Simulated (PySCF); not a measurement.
Run report: GaN2, frequency calculation

System: GaN2, multiplicity 4.
Method: UKS-based PBE0, Ga def2-TZVP, N def2-TZVP; non-relativistic Hamiltonian; density fitting (PySCF 2.14.0).

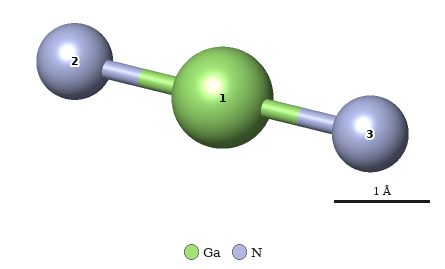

Figure 1. The structure (ball-and-stick view, seen at a tilt; atoms are numbered from 1 in the order of the input). Sticks mark near contacts.

## Input
```python
from pyscf import gto, scf, dft
mol = gto.M(atom='''
Ga     0.000000     0.000000    -0.000000
N      0.000000     0.000000     1.806589
N     -0.000000     0.000000    -1.806589''',
    basis={'Ga': 'def2-TZVP', 'N': 'def2-TZVP'},
    charge=0, spin=3)
mf = dft.UKS(mol, xc='PBE0')
mf.grids.atom_grid = (75, 302)
aux = {'Ga': 'def2-universal-JKFIT', 'N': 'def2-universal-JKFIT'}
mf = mf.density_fit(auxbasis=aux)
mf.conv_tol = 1e-09
mf.diis_space = 10
mf.max_cycle = 60
mf.verbose = 4
mf.kernel()
```

The script is an equivalent of the set-up of the self-consistent field. The run itself was carried out by a driver, which started from the orbitals of the step before it where there was one and computed the further properties.

Machine: 2 threads of Intel Xeon @ 2.90GHz (Ice Lake), 192 GiB of memory available, shared host.

Run as:
```bash
OMP_NUM_THREADS=2 python axn.py task.json out
```

## Output
```
init E= -2033.78044886641
  alpha nocc = 24  HOMO = -0.32605787756318  LUMO = -0.0503204434444235
  beta  nocc = 21  HOMO = -0.244360342072806  LUMO = -0.166689002469398
  HOMO = -0.244360342073  LUMO = -0.166689002469  gap/eV = 2.11354
cycle= 1 E= -2033.7804488658  delta_E= 6.11e-10  |g|= 3.33e-05  |ddm|= 2.77e-05
  alpha nocc = 24  HOMO = -0.326056822313367  LUMO = -0.0503200521552785
  beta  nocc = 21  HOMO = -0.244359900099642  LUMO = -0.166688573012637
  HOMO = -0.2443599001  LUMO = -0.166688573013  gap/eV = 2.11354
cycle= 2 E= -2033.78044885761  delta_E= 8.19e-09  |g|= 0.000121  |ddm|= 0.000101
  alpha nocc = 24  HOMO = -0.326057135771989  LUMO = -0.0503201611100366
  beta  nocc = 21  HOMO = -0.244360034986247  LUMO = -0.166688692944042
  HOMO = -0.244360034986  LUMO = -0.166688692944  gap/eV = 2.11354
cycle= 3 E= -2033.78044886647  delta_E= -8.86e-09  |g|= 1.5e-06  |ddm|= 7.92e-05
  alpha nocc = 24  HOMO = -0.326057399310547  LUMO = -0.0503202654734238
  beta  nocc = 21  HOMO = -0.244360162074191  LUMO = -0.166688805922571
  HOMO = -0.244360162074  LUMO = -0.166688805923  gap/eV = 2.11355
cycle= 4 E= -2033.78044886647  delta_E= -4.55e-13  |g|= 2.91e-07  |ddm|= 1.21e-06
  alpha nocc = 24  HOMO = -0.326057329815371  LUMO = -0.0503202661439595
  beta  nocc = 21  HOMO = -0.244360158443524  LUMO = -0.166688796577264
  HOMO = -0.244360158444  LUMO = -0.166688796577  gap/eV = 2.11355
Extra cycle  E= -2033.78044886647  delta_E=    0  |g|= 4.5e-07  |ddm|= 4.76e-07
converged SCF energy = -2033.78044886647  <S^2> = 3.8651943  2S+1 = 4.0571883
```

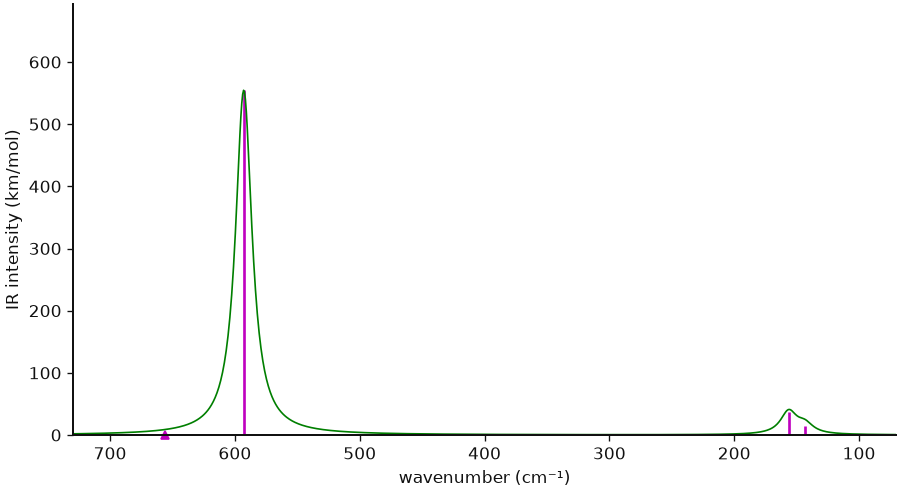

Figure 2. Harmonic infrared spectrum, unscaled: sticks (degenerate modes added up, dark ones marked on the axis) with a Lorentzian envelope of 16 cm⁻¹ full width, scaled to the tallest stick. 4 modes from 143 to 656 cm⁻¹, none imaginary. The strongest line is at 593 cm⁻¹ (555 km/mol). All modes, in cm⁻¹ (km/mol): 143 (15.0), 156 (37), 593 (555), 656 (0.0). The two bends of a linear molecule should be equal; they aren't, because the electronic state found breaks the axial symmetry.

## Results in brief

| quantity | value |
| --- | --- |
| outcome | converged |
| total energy | −2033.780449 hartree |
| ⟨S²⟩ | 3.865 |
| zero-point energy | 0.003529 hartree |
| dipole moment | 0.00 D |
| wavenumbers, lowest and highest | 143 and 656 cm⁻¹ |
| wall time | 53 s (CPU time 97 s) |
| peak memory | 1 GiB |

Checks after the run noted: the SCF density has lower symmetry than the nuclear frame.
